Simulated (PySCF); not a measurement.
C$_{3}$H$_{6}$NSe, charge +1, SMILES `C[N+]#C[Se]C`.

Computed with PySCF, B3LYP/def2-SVP, geometry: GFN2-xTB. No frequency check shows the geometry to be a minimum. GFN2-xTB bond lengths at metals and heavier atoms can be off by up to 0.1 Å and shapes distorted, which carries into these values. Without diffuse functions Rydberg states are missing, so the states' numbers hold for this basis only.

Input

```python
import numpy as np
from pyscf import gto, scf, dft, tdscf
from pyscf.scf import atom_ks, atom_hf
from scipy.linalg import block_diag

def solve(mol, dm0=None, hcore=None):
    mf = (dft.UKS if mol.spin else dft.RKS)(mol, xc='b3lyp')
    mf.grids.level = 3
    mf = mf.density_fit(auxbasis='def2-universal-jkfit')
    mf.conv_tol, mf.max_cycle = 1e-8, 80
    if hcore is not None:
        mf.get_hcore = lambda *args: hcore
    mf.kernel(dm0)
    if not mf.converged:
        mf = mf.newton().run(mf.mo_coeff, mf.mo_occ, max_cycle=30)
    assert mf.converged, 'SCF not converged'
    return mf

mol = gto.M(atom='''
C     -3.27470    -0.21563     0.00013
N     -1.90786    -0.04972    -0.00335
C     -0.75173     0.08547    -0.00105
Se     0.97756     0.45383     0.00014
C      1.64061    -1.39470     0.00128
H     -3.70450     0.24018    -0.88751
H     -3.50398    -1.28392     0.00210
H     -3.70056     0.24258     0.90356
H      1.30603    -1.90814    -0.89862
H      2.72587    -1.31813    -0.00152
H      1.30999    -1.90574     0.89835
''', basis='def2-svp', charge=1, spin=0, verbose=4)
mf = solve(mol)
td = mf.TDA()
td.nstates, td.singlet, td.conv_tol = 5, True, 1e-5
td.kernel()
td.analyze()
x, y = np.array([p[0] for p in td.xy]), np.array([p[1] + 0 * p[0] for p in td.xy])
f, mu = td.oscillator_strength(), td.transition_dipole()
nto = [td.get_nto(state=i + 1, verbose=4) for i in range(len(td.e))]
# spherically averaged free atoms, for the promolecule
atm = atom_ks.get_atm_nrks(mol, xc='b3lyp')
pro = block_diag(*[(atm[a[0]][2] * atm[a[0]][3]) @ atm[a[0]][2].T for a in mol._atom])
np.savez('result.npz', e=td.e, f=f, ok=td.converged, w=[n[0] for n in nto], nto=[n[1] for n in nto], x=x, y=y, c=mf.mo_coeff, occ=mf.mo_occ, eps=mf.mo_energy, pro=pro, mu=mu)
```

Run with:

```sh
OMP_NUM_THREADS=1 python input.py
```

The run took 3.7 min on 1 thread of Arm Neoverse V2 (shared host), peak memory 0.65 GiB.

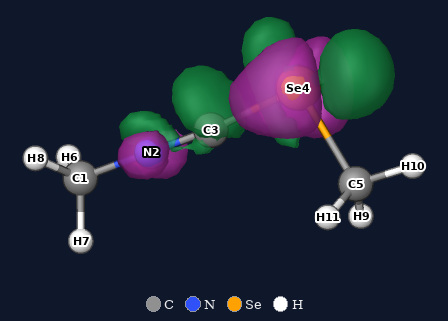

Unrelaxed difference density of S₃ less the ground state (TDA singlet states), ±0.04 e/Å³; green: gain, purple: loss.

Q: How does the charge move on excitation?

A: 0.68 e is displaced in all, of which about 0.2 e passes between atoms: Se4 (0.12 e) loses electrons and C3 (0.17 e) gains them. The state: 6.46 eV (192 nm), f = 0.000 (very weak), n → σ*; the leading pair carries 98 %; hole on Se4 (67 %), N2 (12 %) and C3 (7 %), electron on Se4 (55 %), C3 (24 %) and N2 (8 %); their centroids lie 0.2 Å apart.
